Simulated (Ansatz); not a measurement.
**A hypothetical structure for Li2ScBr4**

This structure for Li2ScBr4 is made up. Its elements were placed in a known structure type with a cell scaled to their sizes. What cell does the guess relax to, and how far off was it?

Program: Ansatz 0.2.0. Level of theory: DFT, PBE, plane-wave PAW, files of the set soft_1, scalar-relativistic, no spin, cell and ions relaxed at zero pressure; PAW set soft_1, in the first sound run; inputs show where later runs differ. Results are calculated unless marked as measured.

**1. The starting structure**

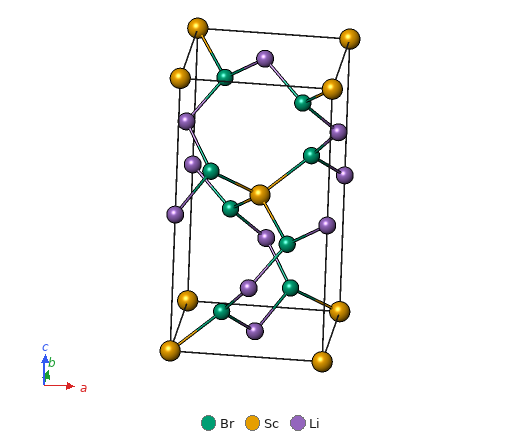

Start, viewed slightly off an axis; bromine teal, scandium orange, lithium purple. This picture shows the conventional cell, with its axes. Bonds to atoms that aren't drawn are left out. Some periodic images of atoms are drawn too.

**2. Relaxing cell and atoms**

The guessed cell has no reason to be at equilibrium. It is relaxed with the atoms, within the space group of the guess.

input.yaml

```yaml
crystal:
  lattice:
    - [-3.1175, 3.1175, 5.89]
    - [3.1175, -3.1175, 5.89]
    - [3.1175, 3.1175, -5.89]
  atoms:
    - { symbol: Br, position: [0.3375, 0.421, 0.5271] }
    - { symbol: Br, position: [0.579, 0.1061, 0.9165] }
    - { symbol: Br, position: [0.8939, 0.8104, 0.4729] }
    - { symbol: Br, position: [0.1896, 0.6625, 0.0835] }
    - { symbol: Sc, position: [0.0, 0.0, 0.0] }
    - { symbol: Li, position: [0.25, 0.75, 0.5] }
    - { symbol: Li, position: [0.5, 0.5, 0.0] }
kpoints:
  mp_grid: { grid: [6, 6, 6] }
scf:
  occupations: { method: fermi_dirac, width: 0.05 }
hamiltonian:
  xc: pbe
  pseudopotentials: { kind: paw, azcp: { folder: soft_1 } }
relax:
  f_tol: 0.015
  max_steps: 70
  cell: {}
output:
  forces: true
  stress: true
```

The run is started by

```console
> ansatz run input.yaml --threads 4 --pin off --max-ram 10240MiB --backend cpu --events-out ev --progress --plain --runs-dir out
```

Numbers of over 12 decimals in the logs are rounded to 6 here.

What it wrote:

```text
Engine: ansatz 0.2.0, x86_64-unknown-linux-gnu
Pseudopotentials: kind: paw
Pseudopotential: Br, paw, valence charge 7, recommended cutoff 420 eV (normal), soft_1/Br.paw.azcp
Pseudopotential: Sc, paw, valence charge 11, recommended cutoff 420 eV (normal), soft_1/Sc.paw.azcp
Pseudopotential: Li, paw, valence charge 3, recommended cutoff 420 eV (normal), soft_1/Li.paw.azcp
Functional definition: PBE
  parameter kappa = 0.804
  parameter beta = 0.066725
  exchange = pbe_x(kappa = kappa, mu = beta*pi^2/3)
  correlation = pbe_c(beta = beta)
Crystal: 7 atoms, lattice volume = 228.975 Å³
Basis set: ecut = 420 eV, 4539 PW (Γ), exchange–correlation on 100×100×100 points (8 copies of the dense FFT grid, shifted against one another)
Bands: 30, of which v1, the nominal top of the filled ones, is band 23 counted from 1 (22 counted from 0)
Symmetry: 4 space group operations
Space group: I-4 (ITA 82), of the structure as read, at distance tolerance 6.1e-5 Å
k-points: 36 of 216 (time reversal used)
Non-local potential: Br, projectors of the file, l = 0: 2, l = 1: 2, l = 2: 2
Non-local potential: Sc, projectors of the file, l = 0: 3, l = 1: 2, l = 2: 3, l = 3: 1
Non-local potential: Li, projectors of the file, l = 0: 3, l = 1: 2, l = 2: 1
PAW form: soft (Blöchl's): semilocal exchange-correlation on the pseudo side does not see the compensation charge
PAW one-centre angular grid: Br, 110 points (default); XC on 64 Gauss nodes
PAW one-centre angular grid: Sc, 590 points (default); XC on 64 Gauss nodes
PAW one-centre angular grid: Li, 110 points (default); XC on 96 Gauss nodes
Initial density: superposition of atomic densities (chi_scale 0.1, normalization cell, long waves kept (reshape's long-wave potential 0.02 eV rms))
Initial wavefunctions: pseudopotential atomic-orbital guess
Functional: x = pbe(κ = 0.804, μ = 0.219515), c = pbe(β = 0.066725)
SCF iter   1: F=—  HF=-13692.170804 eV  |F-HF|=—  |Δ(HF+E_count)|=         —  Δρ=9.96e-2  dr2=5.02e1  ethr=3.10e-3  ⟨swp⟩=8.2  Hψ=5346  notcnv=0
preconditioner: auto → LDOS  [metal: Δε(μ)=0.007 eV  Ē_g=7.175 eV  σ=0.050 eV  W_gap=0.03  n_scr=34 (ndim 8)  ℏωp=14.1 eV  f_vac=0.054  D(μ)=10.77/eV (n_scr^D=96)  β→1.0]
SCF iter   2: F=—  HF=-13688.208404 eV  |F-HF|=—  |Δ(HF+E_count)|=    3.96e0  Δρ=5.09e-2  dr2=6.25e0  ethr=3.10e-3  ⟨swp⟩=3.1  Hψ=2629  notcnv=0  defer=3
SCF iter   3: F=—  HF=-13688.443417 eV  |F-HF|=—  |Δ(HF+E_count)|=   2.35e-1  Δρ=3.54e-2  dr2=6.40e0  ethr=3.10e-3  ⟨swp⟩=2.9  Hψ=2230  notcnv=0
SCF iter   4: F=—  HF=-13688.038188 eV  |F-HF|=—  |Δ(HF+E_count)|=   4.05e-1  Δρ=2.82e-2  dr2=2.96e0  ethr=3.10e-3  ⟨swp⟩=3.1  Hψ=1840  notcnv=0
SCF iter   5: F=—  HF=-13687.688524 eV  |F-HF|=—  |Δ(HF+E_count)|=   3.50e-1  Δρ=2.19e-2  dr2=1.42e0  ethr=3.10e-3  ⟨swp⟩=2.0  Hψ=1423  notcnv=0
SCF iter   6: F=—  HF=-13687.539156 eV  |F-HF|=—  |Δ(HF+E_count)|=   1.49e-1  Δρ=1.22e-2  dr2=6.37e-1  ethr=3.10e-3  ⟨swp⟩=2.0  Hψ=1353  notcnv=0  defer=1
SCF iter   7: F=—  HF=-13687.410599 eV  |F-HF|=—  |Δ(HF+E_count)|=   1.29e-1  Δρ=2.14e-3  dr2=2.38e-2  ethr=1.41e-3  ⟨swp⟩=2.7  Hψ=1418  notcnv=0
SCF iter   8: F=—  HF=-13687.415817 eV  |F-HF|=—  |Δ(HF+E_count)|=   5.22e-3  Δρ=1.44e-3  dr2=9.42e-3  ethr=5.29e-5  ⟨swp⟩=2.5  Hψ=2201  notcnv=0
SCF iter   9: F=—  HF=-13687.415862 eV  |F-HF|=—  |Δ(HF+E_count)|=   4.42e-5  Δρ=7.12e-4  dr2=1.86e-3  ethr=2.09e-5  ⟨swp⟩=2.0  Hψ=1364  notcnv=0
SCF iter  10: F=—  HF=-13687.415648 eV  |F-HF|=—  |Δ(HF+E_count)|=   2.14e-4  Δρ=1.11e-4  dr2=4.25e-5  ethr=4.12e-6  ⟨swp⟩=2.0  Hψ=1848  notcnv=0
SCF iter  11: F=—  HF=-13687.415622 eV  |F-HF|=—  |Δ(HF+E_count)|=   2.57e-5  Δρ=7.18e-5  dr2=6.91e-6  ethr=9.45e-8  ⟨swp⟩=2.0  Hψ=1906  notcnv=0
SCF iter  12: F=—  HF=-13687.415622 eV  |F-HF|=—  |Δ(HF+E_count)|=   5.30e-7  Δρ=3.29e-5  dr2=1.12e-6  ethr=1.53e-8  ⟨swp⟩=2.0  Hψ=1557  notcnv=0
SCF iter  13: F=-13687.415622 eV  HF=-13687.415622 eV  |F-HF|=1.05e-8  |Δ(HF+E_count)|=   5.75e-9  Δρ=5.18e-6  dr2=3.73e-8  ethr=2.22e-10  ⟨swp⟩=3.0  Hψ=3809  notcnv=0
SCF 1 converged in 13 iterations: F = -13687.415622 eV  dr2 = 3.73e-8
  greatest PAW one-centre occupation: 1.000 electrons in one spin orbital (limit 2), on the Li atom at site 5 (counted from 0), in its partial waves of l = 0
relax step   1: F+E_penalty+E_count = -13687.41562166 eV  Δ(F+E_penalty+E_count) = +0.000e0 eV  max|allowed force component| = 5.572e-1 eV/Å  Δτ_max = 0.0000 Å  P = +0.202 GPa  Ω = 228.975 Å³  (13 SCF iters, dr2 threshold 1.00e-7 eV, accepted)
Crystal: 7 atoms, lattice volume = 225.638 Å³
Basis set: ecut = 420 eV, 4403 PW (Γ), exchange–correlation on 100×100×100 points (8 copies of the dense FFT grid, shifted against one another)
Initial density: handed on by an earlier stage of this run
Initial wavefunctions: those handed on with the density
iter 1 solved again at ethr=3.99e-4 eV; its pass at ethr=3.10e-3 eV (dr2=1.80e-1 eV) is discarded
SCF iter   1: F=—  HF=-13687.648927 eV  |F-HF|=—  |Δ(HF+E_count)|=         —  Δρ=5.19e-3  dr2=1.73e-1  ethr=3.99e-4  ⟨swp⟩=1.0  Hψ=5972  notcnv=0
preconditioner: auto → LDOS  [metal: Δε(μ)=0.018 eV  Ē_g=6.499 eV  σ=0.050 eV  W_gap=0.09  n_scr=34 (ndim 8)  ℏωp=12.4 eV  f_vac=0.113  D(μ)=12.60/eV (n_scr^D=120)  β→1.0]
SCF iter   2: F=—  HF=-13687.625577 eV  |F-HF|=—  |Δ(HF+E_count)|=   2.33e-2  Δρ=4.00e-3  dr2=5.84e-2  ethr=3.85e-4  ⟨swp⟩=2.1  Hψ=1799  notcnv=0
SCF iter   3: F=—  HF=-13687.622739 eV  |F-HF|=—  |Δ(HF+E_count)|=   2.84e-3  Δρ=3.21e-3  dr2=5.03e-2  ethr=1.30e-4  ⟨swp⟩=2.0  Hψ=1800  notcnv=0
SCF iter   4: F=—  HF=-13687.618489 eV  |F-HF|=—  |Δ(HF+E_count)|=   4.25e-3  Δρ=3.68e-3  dr2=3.13e-2  ethr=1.12e-4  ⟨swp⟩=1.0  Hψ=1080  notcnv=0
SCF iter   5: F=—  HF=-13687.615174 eV  |F-HF|=—  |Δ(HF+E_count)|=   3.32e-3  Δρ=1.97e-3  dr2=1.26e-2  ethr=6.96e-5  ⟨swp⟩=1.1  Hψ=1098  notcnv=0
SCF iter   6: F=—  HF=-13687.613943 eV  |F-HF|=—  |Δ(HF+E_count)|=   1.23e-3  Δρ=4.52e-4  dr2=4.73e-4  ethr=2.80e-5  ⟨swp⟩=2.0  Hψ=1420  notcnv=0
SCF iter   7: F=—  HF=-13687.614408 eV  |F-HF|=—  |Δ(HF+E_count)|=   4.65e-4  Δρ=1.03e-4  dr2=3.77e-5  ethr=1.05e-6  ⟨swp⟩=2.0  Hψ=1832  notcnv=0
SCF iter   8: F=—  HF=-13687.614416 eV  |F-HF|=—  |Δ(HF+E_count)|=   8.03e-6  Δρ=2.48e-5  dr2=2.19e-6  ethr=8.37e-8  ⟨swp⟩=2.0  Hψ=1556  notcnv=0
SCF iter   9: F=-13687.614418 eV  HF=-13687.614418 eV  |F-HF|=5.58e-8  |Δ(HF+E_count)|=   1.60e-6  Δρ=8.66e-6  dr2=1.79e-7  ethr=1.56e-9  ⟨swp⟩=4.0  Hψ=3692  notcnv=0
SCF 2 converged in 9 iterations: F = -13687.614418 eV  dr2 = 1.79e-7
relax step   2: F+E_penalty+E_count = -13687.61441813 eV  Δ(F+E_penalty+E_count) = -1.988e-1 eV  max|allowed force component| = 1.489e-1 eV/Å  Δτ_max = 0.1946 Å  P = +0.481 GPa  Ω = 225.638 Å³  energy of the carried Pulay correction = +8.528e-5 eV  (9 SCF iters, dr2 threshold 7.00e-7 eV, accepted)
Crystal: 7 atoms, lattice volume = 224.845 Å³
Basis set: ecut = 420 eV, 4331 PW (Γ), exchange–correlation on 100×100×100 points (8 copies of the dense FFT grid, shifted against one another)
iter 1 solved again at ethr=1.62e-5 eV; its pass at ethr=3.10e-3 eV (dr2=7.28e-3 eV) is discarded
SCF iter   1: F=—  HF=-13687.639516 eV  |F-HF|=—  |Δ(HF+E_count)|=         —  Δρ=1.62e-3  dr2=7.67e-3  ethr=1.62e-5  ⟨swp⟩=3.0  Hψ=5953  notcnv=0
preconditioner: auto → LDOS  [metal: Δε(μ)=0.009 eV  Ē_g=6.590 eV  σ=0.050 eV  W_gap=0.05  n_scr=34 (ndim 8)  ℏωp=12.4 eV  f_vac=0.092  D(μ)=12.59/eV (n_scr^D=120)  β→1.0]
SCF iter   2: F=—  HF=-13687.639261 eV  |F-HF|=—  |Δ(HF+E_count)|=   2.55e-4  Δρ=7.59e-4  dr2=2.08e-3  ethr=1.62e-5  ⟨swp⟩=2.0  Hψ=1563  notcnv=0
SCF iter   3: F=—  HF=-13687.639084 eV  |F-HF|=—  |Δ(HF+E_count)|=   1.77e-4  Δρ=6.82e-4  dr2=1.30e-3  ethr=4.62e-6  ⟨swp⟩=2.0  Hψ=1589  notcnv=0
SCF iter   4: F=—  HF=-13687.639068 eV  |F-HF|=—  |Δ(HF+E_count)|=   1.60e-5  Δρ=7.11e-4  dr2=1.06e-3  ethr=2.90e-6  ⟨swp⟩=1.1  Hψ=1083  notcnv=0
SCF iter   5: F=—  HF=-13687.638966 eV  |F-HF|=—  |Δ(HF+E_count)|=   1.02e-4  Δρ=3.03e-4  dr2=4.19e-4  ethr=2.35e-6  ⟨swp⟩=1.0  Hψ=1080  notcnv=0
SCF iter   6: F=—  HF=-13687.638887 eV  |F-HF|=—  |Δ(HF+E_count)|=   7.89e-5  Δρ=1.52e-4  dr2=8.18e-5  ethr=9.31e-7  ⟨swp⟩=2.0  Hψ=1133  notcnv=0
SCF iter   7: F=—  HF=-13687.638878 eV  |F-HF|=—  |Δ(HF+E_count)|=   8.62e-6  Δρ=3.71e-5  dr2=6.24e-6  ethr=1.82e-7  ⟨swp⟩=3.0  Hψ=1909  notcnv=0
SCF iter   8: F=-13687.638879 eV  HF=-13687.638879 eV  |F-HF|=1.52e-8  |Δ(HF+E_count)|=   3.35e-7  Δρ=1.03e-5  dr2=3.64e-7  ethr=1.56e-9  ⟨swp⟩=3.0  Hψ=4085  notcnv=0
SCF 3 converged in 8 iterations: F = -13687.638879 eV  dr2 = 3.64e-7
relax step   3: F+E_penalty+E_count = -13687.63887872 eV  Δ(F+E_penalty+E_count) = -2.446e-2 eV  max|allowed force component| = 2.431e-2 eV/Å  Δτ_max = 0.0823 Å  P = -0.151 GPa  Ω = 224.845 Å³  energy of the carried Pulay correction = +1.057e-4 eV  (8 SCF iters, dr2 threshold 7.00e-7 eV, accepted)
Crystal: 7 atoms, lattice volume = 222.714 Å³
Basis set: ecut = 420 eV, 4283 PW (Γ), exchange–correlation on 100×100×100 points (8 copies of the dense FFT grid, shifted against one another)
iter 1 solved again at ethr=5.84e-6 eV; its pass at ethr=3.10e-3 eV (dr2=2.63e-3 eV) is discarded
SCF iter   1: F=—  HF=-13687.641586 eV  |F-HF|=—  |Δ(HF+E_count)|=         —  Δρ=6.87e-4  dr2=2.54e-3  ethr=5.84e-6  ⟨swp⟩=3.0  Hψ=5613  notcnv=0
preconditioner: auto → LDOS  [metal: Δε(μ)=0.008 eV  Ē_g=6.569 eV  σ=0.050 eV  W_gap=0.04  n_scr=34 (ndim 8)  ℏωp=12.4 eV  f_vac=0.083  D(μ)=12.82/eV (n_scr^D=128)  β→1.0]
SCF iter   2: F=—  HF=-13687.641308 eV  |F-HF|=—  |Δ(HF+E_count)|=   2.77e-4  Δρ=5.54e-4  dr2=1.12e-3  ethr=5.64e-6  ⟨swp⟩=2.0  Hψ=1524  notcnv=0
SCF iter   3: F=—  HF=-13687.641223 eV  |F-HF|=—  |Δ(HF+E_count)|=   8.56e-5  Δρ=5.14e-4  dr2=9.36e-4  ethr=2.50e-6  ⟨swp⟩=2.0  Hψ=1513  notcnv=0
SCF iter   4: F=—  HF=-13687.641190 eV  |F-HF|=—  |Δ(HF+E_count)|=   3.26e-5  Δρ=5.66e-4  dr2=7.50e-4  ethr=2.08e-6  ⟨swp⟩=1.0  Hψ=1080  notcnv=0
SCF iter   5: F=—  HF=-13687.641096 eV  |F-HF|=—  |Δ(HF+E_count)|=   9.44e-5  Δρ=2.50e-4  dr2=2.64e-4  ethr=1.67e-6  ⟨swp⟩=1.2  Hψ=1086  notcnv=0
SCF iter   6: F=—  HF=-13687.641070 eV  |F-HF|=—  |Δ(HF+E_count)|=   2.52e-5  Δρ=5.64e-5  dr2=8.06e-6  ethr=5.88e-7  ⟨swp⟩=2.1  Hψ=1246  notcnv=0
SCF iter   7: F=—  HF=-13687.641045 eV  |F-HF|=—  |Δ(HF+E_count)|=   2.58e-5  Δρ=1.49e-5  dr2=6.94e-7  ethr=1.79e-8  ⟨swp⟩=2.1  Hψ=1656  notcnv=0
SCF iter   8: F=-13687.641045 eV  HF=-13687.641045 eV  |F-HF|=5.63e-8  |Δ(HF+E_count)|=   7.18e-7  Δρ=3.71e-6  dr2=4.09e-8  ethr=1.80e-10  ⟨swp⟩=3.0  Hψ=4325  notcnv=0
SCF 4 converged in 8 iterations: F = -13687.641045 eV  dr2 = 4.09e-8
relax step   4: F+E_penalty+E_count = -13687.64104543 eV  Δ(F+E_penalty+E_count) = -2.167e-3 eV  max|allowed force component| = 6.354e-3 eV/Å  Δτ_max = 0.0245 Å  P = -0.100 GPa  Ω = 222.714 Å³  energy of the carried Pulay correction = +1.611e-4 eV  (8 SCF iters, dr2 threshold 8.09e-8 eV, accepted)
Crystal: 7 atoms, lattice volume = 220.629 Å³
iter 1 solved again at ethr=4.31e-6 eV; its pass at ethr=3.10e-3 eV (dr2=1.94e-3 eV) is discarded
SCF iter   1: F=—  HF=-13687.642223 eV  |F-HF|=—  |Δ(HF+E_count)|=         —  Δρ=5.62e-4  dr2=1.89e-3  ethr=4.31e-6  ⟨swp⟩=2.0  Hψ=5556  notcnv=0
preconditioner: auto → LDOS  [metal: Δε(μ)=0.008 eV  Ē_g=6.588 eV  σ=0.050 eV  W_gap=0.04  n_scr=34 (ndim 8)  ℏωp=12.5 eV  f_vac=0.076  D(μ)=12.81/eV (n_scr^D=128)  β→1.0]
SCF iter   2: F=—  HF=-13687.641957 eV  |F-HF|=—  |Δ(HF+E_count)|=   2.67e-4  Δρ=4.54e-4  dr2=8.03e-4  ethr=4.19e-6  ⟨swp⟩=2.0  Hψ=1524  notcnv=0
SCF iter   3: F=—  HF=-13687.641901 eV  |F-HF|=—  |Δ(HF+E_count)|=   5.53e-5  Δρ=3.55e-4  dr2=6.21e-4  ethr=1.78e-6  ⟨swp⟩=2.0  Hψ=1513  notcnv=0
SCF iter   4: F=—  HF=-13687.641861 eV  |F-HF|=—  |Δ(HF+E_count)|=   4.02e-5  Δρ=4.84e-4  dr2=4.68e-4  ethr=1.38e-6  ⟨swp⟩=1.1  Hψ=1085  notcnv=0
SCF iter   5: F=—  HF=-13687.641812 eV  |F-HF|=—  |Δ(HF+E_count)|=   4.89e-5  Δρ=2.57e-4  dr2=1.97e-4  ethr=1.04e-6  ⟨swp⟩=1.1  Hψ=1085  notcnv=0
SCF iter   6: F=—  HF=-13687.641791 eV  |F-HF|=—  |Δ(HF+E_count)|=   2.07e-5  Δρ=5.56e-5  dr2=1.22e-5  ethr=4.38e-7  ⟨swp⟩=2.0  Hψ=1158  notcnv=0
SCF iter   7: F=—  HF=-13687.641773 eV  |F-HF|=—  |Δ(HF+E_count)|=   1.83e-5  Δρ=1.15e-5  dr2=5.66e-7  ethr=2.72e-8  ⟨swp⟩=2.0  Hψ=1647  notcnv=0
SCF iter   8: F=-13687.641774 eV  HF=-13687.641774 eV  |F-HF|=4.08e-8  |Δ(HF+E_count)|=   7.14e-7  Δρ=3.26e-6  dr2=3.48e-8  ethr=7.99e-11  ⟨swp⟩=4.0  Hψ=4619  notcnv=0
SCF 5 converged in 8 iterations: F = -13687.641774 eV  dr2 = 3.48e-8
relax step   5: F+E_penalty+E_count = -13687.64177393 eV  Δ(F+E_penalty+E_count) = -7.285e-4 eV  max|allowed force component| = 4.693e-3 eV/Å  Δτ_max = 0.0151 Å  P = -0.011 GPa  Ω = 220.629 Å³  energy of the carried Pulay correction = +2.157e-4 eV  (8 SCF iters, dr2 threshold 3.60e-8 eV, accepted)
Initial wavefunctions: pseudopotential atomic-orbital guess (no wavefunctions were taken with the density)
iter 1 solved again at ethr=1.27e-7 eV; its pass at ethr=3.10e-3 eV (dr2=5.72e-5 eV) is discarded
SCF iter   1: F=—  HF=-13687.641578 eV  |F-HF|=—  |Δ(HF+E_count)|=         —  Δρ=1.60e-5  dr2=9.82e-8  ethr=1.27e-7  ⟨swp⟩=3.1  Hψ=8365  notcnv=0
preconditioner: auto → LDOS  [metal: Δε(μ)=0.007 eV  Ē_g=6.606 eV  σ=0.050 eV  W_gap=0.04  n_scr=34 (ndim 8)  ℏωp=12.5 eV  f_vac=0.078  D(μ)=12.75/eV (n_scr^D=128)  β→1.0]
SCF iter   2: F=—  HF=-13687.641551 eV  |F-HF|=—  |Δ(HF+E_count)|=   2.68e-5  Δρ=5.05e-6  dr2=5.99e-8  ethr=2.18e-10  ⟨swp⟩=2.6  Hψ=2072  notcnv=0
SCF iter   3: F=—  HF=-13687.641551 eV  |F-HF|=—  |Δ(HF+E_count)|=   6.28e-9  Δρ=7.83e-6  dr2=8.06e-8  ethr=1.33e-10  ⟨swp⟩=2.3  Hψ=1915  notcnv=0
SCF iter   4: F=—  HF=-13687.641551 eV  |F-HF|=—  |Δ(HF+E_count)|=   7.08e-9  Δρ=2.18e-6  dr2=1.75e-8  ethr=1.33e-10  ⟨swp⟩=1.0  Hψ=1080  notcnv=0
SCF iter   5: F=—  HF=-13687.641551 eV  |F-HF|=—  |Δ(HF+E_count)|=  1.18e-10  Δρ=1.80e-6  dr2=1.29e-8  ethr=3.90e-11  ⟨swp⟩=1.0  Hψ=1081  notcnv=0
SCF iter   6: F=—  HF=-13687.641551 eV  |F-HF|=—  |Δ(HF+E_count)|=   1.21e-9  Δρ=1.09e-6  dr2=5.35e-9  ethr=2.87e-11  ⟨swp⟩=1.7  Hψ=1109  notcnv=0
SCF iter   7: F=—  HF=-13687.641551 eV  |F-HF|=—  |Δ(HF+E_count)|=  8.11e-10  Δρ=2.88e-7  dr2=4.61e-10  ethr=1.19e-11  ⟨swp⟩=3.0  Hψ=1923  notcnv=0
SCF iter   8: F=-13687.641551 eV  HF=-13687.641551 eV  |F-HF|=1.82e-12  |Δ(HF+E_count)|=  4.55e-11  Δρ=6.93e-8  dr2=1.41e-11  ethr=1.00e-12  ⟨swp⟩=3.0  Hψ=4112  notcnv=0
SCF 6 converged in 8 iterations: F = -13687.641551 eV  dr2 = 1.41e-11
relax step   6: F+E_penalty+E_count = -13687.64155092 eV  Δ(F+E_penalty+E_count) = +2.230e-4 eV  max|allowed force component| = 4.693e-3 eV/Å  Δτ_max = 0.0000 Å  P = -0.011 GPa  Ω = 220.629 Å³  stress off target by 2.78e-2 GPa  SCF on the basis re-selected at this cell (its energy is not comparable with the rows above)  (8 SCF iters)
basis re-selected at this cell: Δ(F+E_penalty+E_count) = +2.230e-4 eV, ΔP = +0.000 GPa vs the last step (what re-selecting the basis moved, of the pressure what is left beyond the Pulay correction that the steps carried, after the strain that the cell walked since its last selection, with what the two solves' SCF thresholds leave and, on support functions, any second-order correction that the steps lacked; it is no m [...]
SCF converged after 8 iterations
Free energy (F): -13687.641551 eV
Harris-Foulkes:  -13687.641551 eV  (|F-HF|=1.82e-12)
Internal energy: -13687.541144 eV  (E = F + TS)
E sigma→0 (E₀):  -13687.591347 eV
Entropy (-TS):   -0.100407 eV (-14.344 meV/atom)
Fermi energy:    4.842467 eV
--- Per-component energies (eV) ---
  E_band       = -531.783926
  E_kinetic    = 768.417703
  E_local      = -2598.305213  (includes V_loc(G=0)·N_el)
  E_nonlocal   = 311.692878
  E_hartree    = 890.617443
  E_xc         = -891.736416
  E_vxc        = -564.244707  (∫ρ·V_xc dr)
  E_paw        = -10294.697136  (= ΣΔE_a)
  E_vpaw       = -230.580036  (= ΣTr[D̂ρ^β])
  E_aug_tail   = 0.000550  (compensation charges beyond the density's cutoff)
  E_ewald      = -1873.530951
  E_smearing   = -0.100407  (= −TS)
  E_closure    = -0.000000  (closes the sum)
  Σ components = -13687.641551   (vs F -13687.641551, Δ=0.00e0)
--- Forces (eV/Å), atoms counted from 1 ---
  atom   1  Br     0.00469326     0.00036368     0.00073182
  atom   2  Br     0.00036368    -0.00469326    -0.00073182
  atom   3  Br    -0.00469326    -0.00036368     0.00073182
  atom   4  Br    -0.00036368     0.00469326    -0.00073182
  atom   5  Sc     0.00000000     0.00000000     0.00000000
  atom   6  Li    -0.00000000     0.00000000     0.00000000
  atom   7  Li     0.00000000     0.00000000     0.00000000
  max |Σ_I F_I| component: 1.04e-17 eV/Å
--- Stress (GPa, compression-positive) ---
       -0.002626       0.000000      -0.000000
       -0.000000      -0.002626      -0.000000
       -0.000000      -0.000000      -0.027763
  P = ⅓ Tr σ = -0.0110 GPa (-0.110 kbar)
--- Relaxed structure (5 steps of the walk, 5 accepted, 1 SCFs on fresh bases) ---
  F+E_penalty+E_count = -13687.64155092 eV   max|allowed force component| = 4.693e-3 eV/Å   (the final SCF, on the basis selected at the relaxed cell)
  cell:  # Å, volume = 220.6285 Å³
    - [-3.101171, 3.101171, 5.735224]
    - [3.101171, -3.101171, 5.735224]
    - [3.101171, 3.101171, -5.735224]
  atoms:
    - { symbol: Br, position: [0.366440, 0.389619, 0.510770] }
    - { symbol: Br, position: [0.610381, 0.121151, 0.976821] }
    - { symbol: Br, position: [0.878849, 0.855670, 0.489230] }
    - { symbol: Br, position: [0.144330, 0.633560, 0.023179] }
    - { symbol: Sc, position: [1.0984193305344422e-19, 2.290805727127518e-19, 0] }
    - { symbol: Li, position: [0.250000, 0.75, 0.500000] }
    - { symbol: Li, position: [0.5, 0.5, 0] }
```

Wall time 17 s (4 threads of Intel Xeon 6975P-C (Granite Rapids), shared host); peak memory 0.69 GiB.

This run has no spin polarisation although its electron count is odd.

(Part 1 of 2 ends here.)

[Logs are printed without paths, hosts, clocks, repeated set-up lines and the standing remarks that a program may print on its own settings, such as how far it seeks lower states.]

[Hosts, paths, dates, database ids (printed as entryN), source tags and the programs' standing remarks are cut or masked in the printed files.]
